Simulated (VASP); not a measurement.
Band structure of Li₂S (space group Fm-3m). All values below come from PBEsol GGA, VASP's PBE PAW potentials (set 64) (plane waves; VASP 6.6.1).

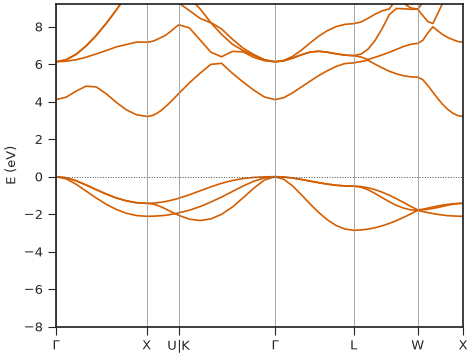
Fig. 1. Bands along high-symmetry lines, zero at the valence-band maximum or, without a gap, the Fermi level

Read the plot: is there a gap, and where are the band edges?

The gap is indirect, 3.21 eV, from the valence maximum at Γ to the conduction minimum at X.

The structure is a typed Li2S crystal. The cell was not relaxed at this level.
